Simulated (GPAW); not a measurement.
A computed N K-edge spectrum of one site in a crystal of Hf, N and Sr, with its zero at a photon energy of about 392.4 eV (raw 400.2 eV, less 7.8 eV of added terms; LDA puts this hole about 4 eV below PBE, itself good to a few eV). Method: GPAW, LDA, excited-electron core hole (neutral cell) in a small cell, dipole transitions, broadening that rises with energy, without spin-orbit coupling.

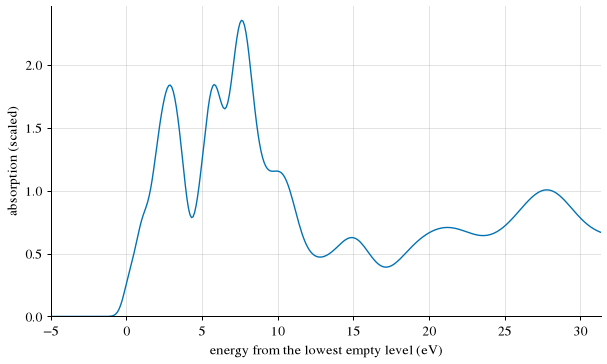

Energy from the lowest empty level; intensity scaled to a mean of 1 over the first 20 eV.

**Question.** What surroundings does the absorber have?

A K edge sees empty p states; the first features are N p mixed into the empty d states of the Hf neighbours, and the broad ones above probably into the cations' higher empty bands. It is atom 3 of SrHfN2 (R-3m), with 3 Hf at 2.26 Å and 3 Sr at 2.64 Å (distorted octahedral, site symmetry 3m). Its main maxima below 24 eV lie at 2.9 eV (1.84), 5.8 eV (1.84), 7.6 eV (2.35), 14.9 eV (0.63) and 21.2 eV (0.71). A near-edge spectrum doesn't fix the structure by itself; it is matched against candidates. The mesh is coarse (0.28 Å⁻¹ between points), so small maxima may be mesh ripples. Lifetime broadening is put in by hand, and intensities beyond about 20 eV depend on it and on the partial waves; weight that the partial waves miss at high energy is lost. The structure is a computed Materials Project entry and may be a hypothetical form.

[Hosts, paths, dates, database ids (printed as entryN), source tags and the programs' standing remarks are cut or masked in the printed files.]

[Lists of maxima count a maximum above −3 eV only where it reaches 4 % of the highest in the window and stands out from its surroundings by 2 % of it (1.5 % where it reaches 55 %); shoulders and weaker maxima are passed over, and of the rest the first, up to two pre-edge ones and the few strongest are named.]
